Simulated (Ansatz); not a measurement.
**A ladder of methods for Si2 (disilicon)**

The species is Si2 (2 atoms), meant as a triplet with charge 0. SMILES: `[Si]=[Si]`. Geometry: relaxed at GFN2-xTB.

```xyz
2

Si    0.0000    0.0000    0.0000
Si    0.0000    0.0000    2.1742
```

Each level gives the energy change with the Si1–Si2 bond stretched from 2.174 to 3.261 Å (eV). The values are calculated.

| level | kind | program | value (eV) | CPU time (all runs) |
| --- | --- | --- | --- | --- |
| UHF/6-31G | Hartree–Fock | Ansatz | 0.76 | 2.7 s |
| UBLYP/6-31G | GGA | Ansatz | 1.22 | 16 s |
| U-r2SCAN/6-31G | meta-GGA | Ansatz | 1.63 | 53 s |
| U-r2SCAN0/6-31G | hybrid meta-GGA | Ansatz | 1.75 | 32 s |
| UCAM-B3LYP/6-31G | range-separated hybrid | Ansatz | 1.59 | 17 s |
| UB2PLYP/6-31G | double hybrid | Ansatz | 1.58 | 15 s |
| RPA@PBE/6-31G | RPA | Ansatz | 0.91 | 19 s |
| UMP2/6-31G | perturbation theory | Ansatz | 1.42 | 5.2 s |

The first shape isn't each level's own minimum. The values span 0.76 to 1.75 eV. Spin contamination of the reference (⟨S²⟩ at least 0.1 too high) touches UHF/6-31G, U-r2SCAN0/6-31G, UB2PLYP/6-31G, UMP2/6-31G. All rows use very small basis sets, so none should be taken for the real molecule's value. In so small a basis fixed costs decide the times, and correlated methods can beat functionals. CPU times are rough (shared hosts, several kinds of processor and program).

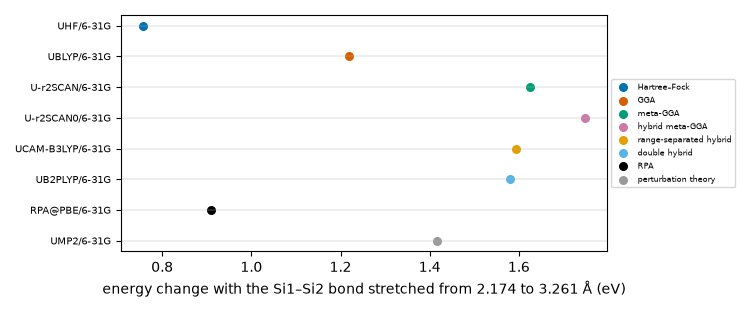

The values of the table, level by level.
